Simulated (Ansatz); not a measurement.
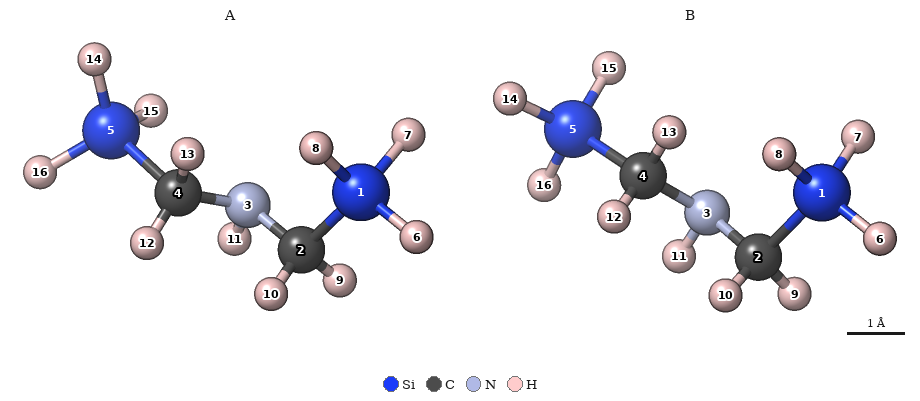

Two geometries of C$_{2}$H$_{11}$NSi$_{2}$, drawn at one scale. One is the start of a relaxation, the other its converged end. Style: ball-and-stick. Shown at a tilt.

Computed with Ansatz 0.2.0, RKS r2SCAN/STO-3G. Settings: no spin polarisation; force threshold 0.015 eV/Å; at most 40 steps.

Which of the two is the end point?

Structure B is the relaxed one. The run prepares an end point of a later path (torsion) calculation, from a guessed geometry. The atom that moves furthest after the best rigid fit is H14 (1.04 Å). By element the largest moves are H 1.04 Å, C 0.31 Å, N 0.14 Å, Si 0.07 Å. Near-neighbour distances that change, for instance: N3–C4 1.440 → 1.524 Å, Si1–H7 1.519 → 1.445 Å, Si1–C2 1.824 → 1.891 Å, Si5–H15 1.509 → 1.444 Å. Bond angles that change, for instance: Si5–C4–H13 101.5° → 109.7°, C2–Si1–H6 113.9° → 108.5°, H12–C4–H13 111.2° → 106.4°. Groups turn about C4–Si5 by about 60°. After 21 accepted moves (22 points after the start) the energy has fallen by 0.737 eV. The largest force component goes from 4.5 to 0.0055 eV/Å. The line search rejected the trial step at point 12 of the run. Cost: 2.2 min on 1 thread of Intel(R) Xeon(R) Processor @ 2.70GHz, on a shared host, peak memory 0.17 GiB.

Limits of the set-up: STO-3G is a minimal basis, so the numbers are rough.
